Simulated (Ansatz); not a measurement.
# BClH4N2: rotation by 180° about the N1–B2 bond, part 2 of 2

Aim: the minimum-energy path and barrier of the rotation by 180° about the N1–B2 bond. The ends are relaxed first, then joined by a nudged elastic band. SMILES of the start: NB(N)Cl.

Ansatz 0.2.0; RKS PBE-D4/def2-SVP.

## (7) Frequencies at the highest image

The geometry is the highest inner image of the first converged band.

Input file input.yaml:

```yaml
crystal:
  periodic: [false, false, false]
  atoms:
    - { symbol: "N", position_ang: [0.069327, 1.297628, -0.01884] }
    - { symbol: B, position_ang: [-0.063887, -0.136982, -0.275982] }
    - { symbol: "N", position_ang: [0.154936, -1.072245, 0.741806] }
    - { symbol: Cl, position_ang: [-0.517854, -0.807082, -1.906303] }
    - { symbol: H, position_ang: [-0.805481, 1.789766, -0.245244] }
    - { symbol: H, position_ang: [0.769794, 1.715798, -0.645913] }
    - { symbol: H, position_ang: [0.073046, -2.080226, 0.614907] }
    - { symbol: H, position_ang: [0.412219, -0.76386, 1.679769] }
basis:
  gaussian: { orbitals: def2-SVP }
hamiltonian:
  xc: pbe
  dispersion: d4
phonons: {}
```

Launch:

```sh
> ansatz run input.yaml --threads 1 --pin off --max-ram 2048MiB --backend cpu --events-out ev --progress --plain --runs-dir out
```

Output, cut to the lines that bear on the results:

```text
Warning: RAYON_NUM_THREADS=1 ignored (pool sized by the plan → 1); use --threads N
[...]
Functional definition: PBE
[...]
925 factors; their error is unknown
[...]
mean field -16230.77566252 eV, -596.4700039829 hartree, gradient 5.5e-5 eV, S^2 0.000000; 0 other end points of the search recorded, 0 dependent functions left out
[...]
reference -16230.77569372 eV, -596.4700051293 hartree; 20, 20 occupied and 60, 60 virtual orbitals, 925 factors
[...]
925 factors; their error is unknown
mean field -16230.77551343 eV, -596.4699985037 hartree, gradient 1.2e-6 eV, S^2 0.000000; 0 other end points of the search recorded, 0 dependent functions left out
[...]
reference -16230.77554462 eV, -596.4699996502 hartree; 20, 20 occupied and 60, 60 virtual orbitals, 925 factors
[...]
925 factors; their error is unknown
mean field -16230.77548175 eV, -596.4699973395 hartree, gradient 2.8e-6 eV, S^2 0.000000; 0 other end points of the search recorded, 0 dependent functions left out
[...]
WARN: phonons: modes at or below zero, which the zero-point energy, F, S and C_V leave out: 1, the lowest at -319.25 cm⁻¹. A minimum has none, and a first-order saddle one
[...]
Total energy: -16230.91573051 eV, -596.4751513864 hartree
Atom 0 at     0.069327     1.297628    -0.018840 Å, force     0.004889     0.017083     0.006489 eV/Å
Atom 1 at    -0.063887    -0.136982    -0.275982 Å, force    -0.019660    -0.035974    -0.046704 eV/Å
Atom 2 at     0.154936    -1.072245     0.741806 Å, force    -0.000655    -0.002747    -0.005827 eV/Å
Atom 3 at    -0.517854    -0.807082    -1.906303 Å, force     0.009849     0.013987     0.036670 eV/Å
Atom 4 at    -0.805481     1.789766    -0.245244 Å, force     0.006359     0.003694    -0.001763 eV/Å
Atom 5 at     0.769794     1.715798    -0.645913 Å, force    -0.004356     0.004575     0.002812 eV/Å
Atom 6 at     0.073046    -2.080226     0.614907 Å, force     0.004408    -0.003125     0.005660 eV/Å
Atom 7 at     0.412219    -0.763860     1.679769 Å, force    -0.000834     0.002506     0.002662 eV/Å
Dipole moment:     0.079610    -0.017978     0.307666 e Å
Vibrations: -319.25 314.77 347.00 452.10 524.16 587.79 634.28 715.35 863.40 975.03 1115.54 1369.02 1525.94 1540.53 3429.10 3493.75 3517.16 3634.34 cm⁻¹, zero-point energy 1.552236 eV
```

It took 54 s on 1 thread of Intel Xeon at 2.70GHz, shared host; peak memory 0.12 GiB.

Of 18 modes, 1 is imaginary by more than 30 cm⁻¹ (319i cm⁻¹).

## (8) The band again, with other settings

crystal.atoms is end A as relaxed above, and neb.final_atoms is end B, turned to lie on A. With 2 inner images the band has 4 in all.

Input file input.yaml:

```yaml
crystal:
  periodic: [false, false, false]
  atoms:
    - { symbol: "N", position_ang: [-0.210196, 1.243985, -0.185096] }
    - { symbol: B, position_ang: [-0.247442, -0.170272, -0.247385] }
    - { symbol: "N", position_ang: [0.58745, -1.03469, 0.501644] }
    - { symbol: Cl, position_ang: [-1.448527, -0.926967, -1.363252] }
    - { symbol: H, position_ang: [-0.834734, 1.819326, -0.745032] }
    - { symbol: H, position_ang: [0.42687, 1.77098, 0.409372] }
    - { symbol: H, position_ang: [0.521037, -2.046151, 0.417027] }
    - { symbol: H, position_ang: [1.297642, -0.713412, 1.156923] }
basis:
  gaussian: { orbitals: def2-SVP }
hamiltonian:
  xc: pbe
  dispersion: d4
neb:
  order_check: false
  images: 2
  f_tol: 0.05
  max_iterations: 60
  initial_path: idpp
  climbing: false
  final_atoms:
    - { symbol: "N", position_ang: [-0.21014463, 1.24356221, -0.18460852] }
    - { symbol: B, position_ang: [-0.24781017, -0.17047441, -0.24800098] }
    - { symbol: "N", position_ang: [0.5860715, -1.03445741, 0.50241447] }
    - { symbol: Cl, position_ang: [-1.44711921, -0.9272548, -1.36745676] }
    - { symbol: H, position_ang: [0.42385145, 1.76926425, 0.41412443] }
    - { symbol: H, position_ang: [-0.8305564, 1.82071008, -0.74747315] }
    - { symbol: H, position_ang: [0.52005871, -2.04621721, 0.41968304] }
    - { symbol: H, position_ang: [1.29774875, -0.71233371, 1.15551847] }
```

Launch:

```sh
> ansatz run input.yaml --threads 1 --pin off --max-ram 2048MiB --backend cpu --events-out ev --progress --plain --runs-dir out
```

Output, cut to the lines that bear on the results:

```text
Warning: RAYON_NUM_THREADS=1 ignored (pool sized by the plan → 1); use --threads N
[...]
Functional definition: PBE
[...]
925 factors; their error is unknown
[...]
mean field -16231.21008192 eV, -596.4859686011 hartree, gradient 1.1e-5 eV, S^2 0.000000; 0 other end points of the search recorded, 0 dependent functions left out
[...]
reference -16231.21011286 eV, -596.4859697384 hartree; 20, 20 occupied and 60, 60 virtual orbitals, 925 factors
925 factors; their error is unknown
[...]
mean field -16231.21008797 eV, -596.4859688236 hartree, gradient 1.3e-5 eV, S^2 0.000000; 0 other end points of the search recorded, 0 dependent functions left out
[...]
reference -16231.21011893 eV, -596.4859699612 hartree; 20, 20 occupied and 60, 60 virtual orbitals, 925 factors
NEB end point (image 0): max|allowed force component| = 3.849e-3 eV/Å (the criterion of neb.relax_end_points is 1.000e-2)
[...]
NEB iter   7: max|band force component| = 4.749e-2 eV/Å  barrier→ = 0.3400 eV  barrier← = 0.3400 eV  Δτ_max = 0.0000 Å  (110 SCF iters)
Total energy: -16231.01003992 eV, -596.4786171934 hartree
Atom 0 at     0.208947     1.270693    -0.100958 Å, force     0.059839     0.010974    -0.006148 eV/Å
Atom 1 at    -0.002128    -0.149037    -0.310736 Å, force     0.022433    -0.031162    -0.032034 eV/Å
Atom 2 at    -0.001331    -1.059663     0.757969 Å, force    -0.039173     0.020611     0.011382 eV/Å
Atom 3 at    -0.245535    -0.843327    -1.970279 Å, force     0.112807    -0.008337    -0.009942 eV/Å
Atom 4 at    -0.639061     1.807745     0.103206 Å, force     0.005552    -0.017201     0.211546 eV/Å
Atom 5 at     0.678337     1.737412    -0.879736 Å, force    -0.080792     0.024777    -0.191449 eV/Å
Atom 6 at    -0.154240    -2.060081     0.643922 Å, force    -0.063110     0.000385     0.010158 eV/Å
Atom 7 at     0.247110    -0.760943     1.700812 Å, force    -0.017556    -0.000047     0.006487 eV/Å
Dipole moment:    -0.058156     0.066302     0.388251 e Å
this run last wrote the band of iteration 7 to <dir>
```

Wall time 30 s (1 thread of Intel Xeon at 2.70GHz, shared host); peak memory 0.12 GiB.

## (9) What the band shows

Images 0 and 3 are the ends. Energies count from image 0; the path length is the program's own measure over all atoms.

| image | path (Å) | energy (eV) | dihedral H5–N1–B2–Cl4 (°) | band force (eV/Å) |
| --- | --- | --- | --- | --- |
| 0 | 0.000 | 0.0000 | 0 | - |
| 1 | 1.163 | 0.3383 | 30 | 0.047 |
| 2 | 2.326 | 0.3400 | 94 | 0.028 |
| 3 | 3.489 | 0.0000 | 180 | - |

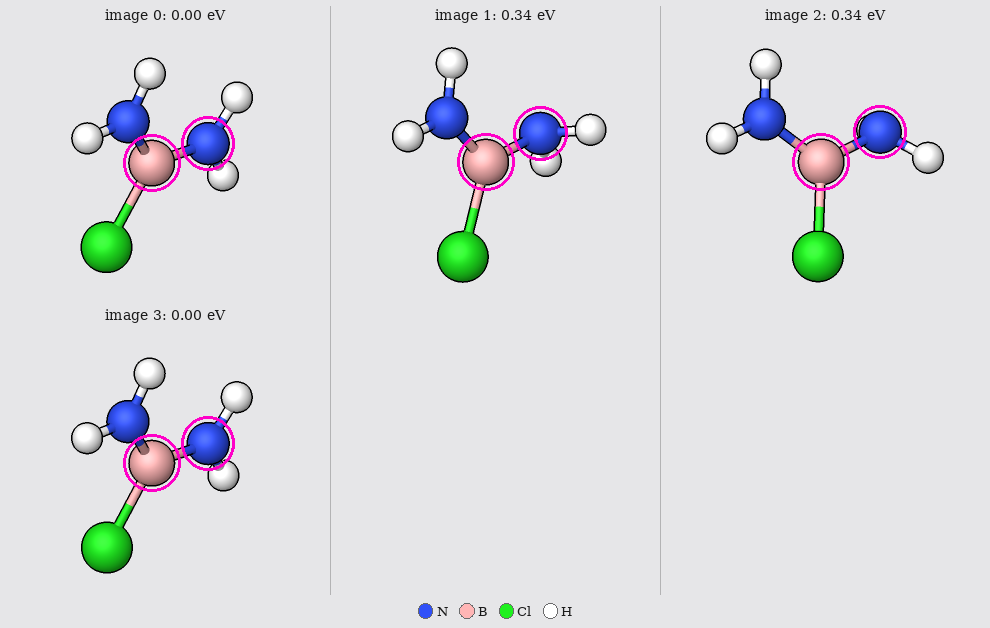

The images of the last band, seen from a chosen angle. Ringed: N1, B2. Sticks join atoms closer than a bonding distance in each image.

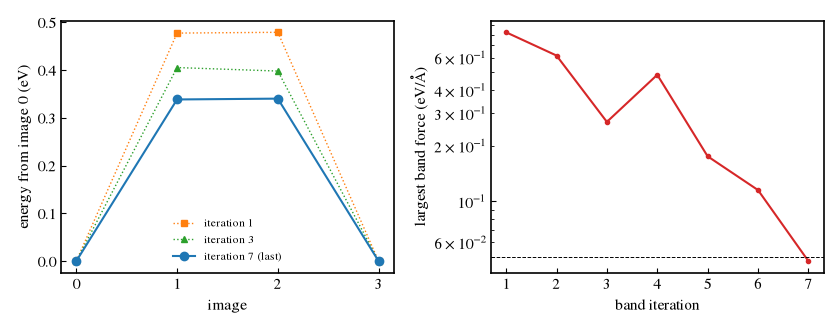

Left: energy of each image for early iterations and the last one (lines only join the points; early values far above the last band run off the scale). Right: the largest band force by iteration, with the threshold dashed.

## (10) What came out

What follows sums up all 2 parts.

| quantity | value |
| --- | --- |
| end A | 10 moves, 1.089 eV lower |
| end B | 10 moves, 1.051 eV lower |
| first band: barrier forwards | 0.43 eV |
| first band: barrier backwards | 0.43 eV |
| first band: second end relative to first | 0.000 eV |
| first band: highest image | 3 of 0 to 6, climbing |
| first band: band iterations | 7 |
| imaginary modes at the top | 319i cm⁻¹ |
| second band | top 0.340 eV above image 0, 7 iterations, 2 inner images, none climbing |
| time, first and second band | 71 s and 30 s |

What this shows: In the first band: along this path the system climbs 0.43 eV from the first end (17 kT at 300 K), which at an assumed attempt frequency of 10^13 s⁻¹ means a rate near 10^6 s⁻¹. The two ends lie within 1 meV of each other. The listed dihedral goes from 0° at end A through 57° at the highest image to 180° at end B. One imaginary mode, as a first-order saddle point has. The second band's top lies 94 meV below the first's, as a band that doesn't climb stops under the top. As for the second band: so few images can miss the top or cut a corner of the path. These are electronic energies, with no zero-point or thermal terms.
